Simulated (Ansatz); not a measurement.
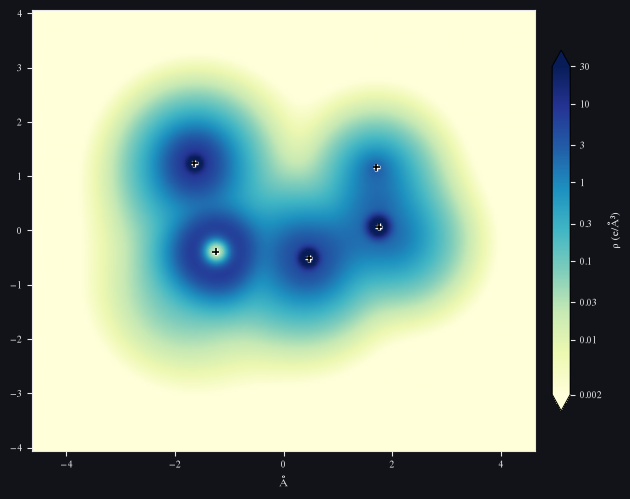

The electron density on a plane through atoms (crosses mark nuclei in the plane).

The calculation used RKS PBE0-D4/def2-TZVPP in Ansatz 0.2.0.

Candidates:
A. C5H6F2 (SMILES FC1=CCCC1F)
B. Cl2Ga2H4O2 (SMILES [Cl][GaH-]1[OH+][GaH-]([Cl])[OH+]1)
C. C2H6FMoNO (SMILES C[N]=[Mo]([CH3])(=[O])[F])

Question: Which system is this?

Answer: Candidate C: C2H6FMoNO on the plane of atoms C1, N2 and Mo3, which holds C, N, Mo, O and H. C–N (1.42 Å): the density is about 2 e/Å³ at the midpoint. Mo–O (1.68 Å): ρ is about 2 e/Å³ halfway.
